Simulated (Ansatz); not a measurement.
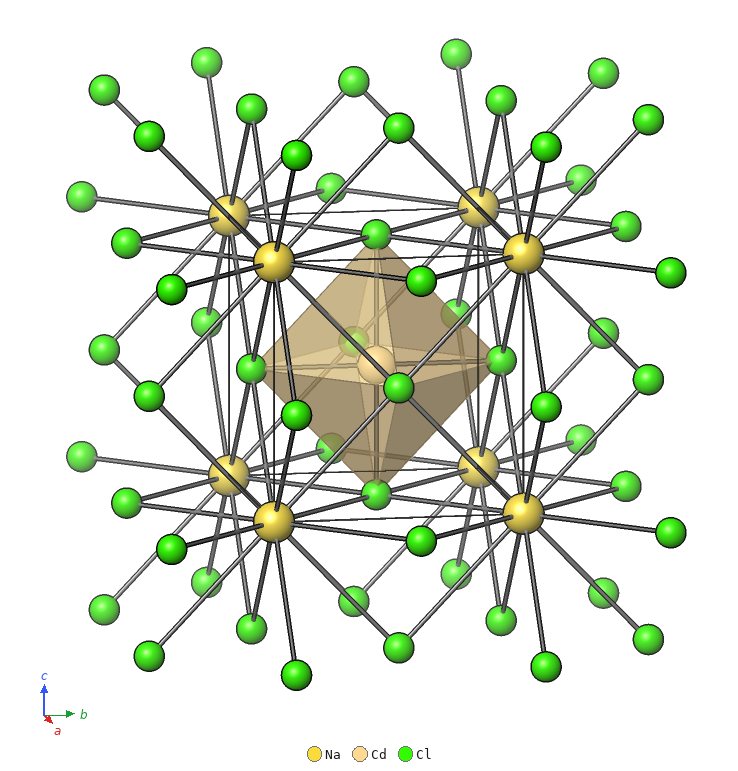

Polyhedral drawing of the structure, looking slightly off an axis. The wireframe shows the conventional unit cell. A few atoms beyond the faces are included.

NaCdCl3, space group P4/mmm (No. 123), a = 5.038 Å, b = 5.038 Å, c = 5.255 Å, α = 90.00°, β = 90.00°, γ = 90.00°. The initial geometry was a structure type filled with these elements by a generator (whether the compound takes this form wasn't checked). The cell was then strained or its atoms displaced on purpose. It was run through Ansatz as a DFT input.

This one geometry was computed with Ansatz (DFT, plane waves, PAW) at three levels of theory: r2SCAN, HSE06 and PBE. It was relaxed with r2SCAN and then strained.

### How does the band gap change with the level of theory?

PBE: a gap of 1.84 eV, indirect; r2SCAN: a gap of 2.55 eV, indirect; HSE06: a gap of 3.22 eV, indirect.

### Collect the results in a table.

| level | cutoff (eV) | k-mesh of the run's cell | gap (eV) | pressure (GPa) |
| --- | --- | --- | --- | --- |
| r2SCAN | 500 | 6×6×6 | 2.55 | 1.4 |
| HSE06 | 420 | 4×4×4 | 3.22 | 1.7 |
| PBE | 420 | 6×6×6 | 1.84 | 2.4 |

Gaps are taken on the k-mesh or band path of each run.
